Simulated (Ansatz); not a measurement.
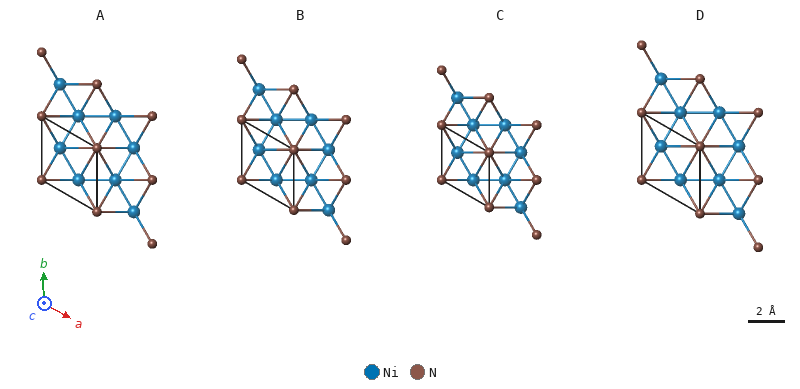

4 geometries from one relaxation of crystalline Ni₂N (a generated structure, set up in P6/mmm) (coarse preliminary run), in shuffled order. The picture is a ball-and-stick view of the cell of the calculation, repeated 2 × 2 × 1 with one cell outlined, seen along the c axis.

Theory: DFT PBE, scalar-relativistic, plane waves, PAW in Ansatz. Settings: plane-wave cutoff 420 eV; k-point mesh 6 × 6 × 6; occupations gaussian; smearing width 0.1 eV; collinear spin; cell and atoms relaxed; force threshold 0.04 eV/Å; at most 70 steps.

Order the frames from highest to lowest energy.

C, B, A, D. They are steps 0, 2, 4, 12, at +1786 meV per atom, +536 meV per atom, +177 meV per atom relative to the last. Over 10 accepted moves (12 points after the start) the energy falls by 1786 meV per atom. All forces vanish by symmetry, so only the cell relaxes. The pressure goes from 110.56 to 0.03 GPa. The SCF was repeated twice at an unchanged geometry on a basis and grid sized afresh for the cell, which shifted the energy by 81.5 meV per atom at most. The atoms keep their places relative to the cell (all moves are under 0.005 Å). The drawn cell changes as follows: a = b 3.085 → 3.786 Å (+22.7 %), c 3.189 → 2.467 Å (−22.6 %); the volume changes by +16.5 %. Near-neighbour distances that change, for instance: Ni–Ni 3.189 → 2.467 Å, Ni–Ni 1.781 → 2.186 Å, N–Ni 2.390 → 2.510 Å. The space group stays P6/mmm (No. 191). The program noted that the starting moments weren't kept. The run may lie on a higher electronic state than the lowest, so the end point isn't shown to be the ground-state structure.
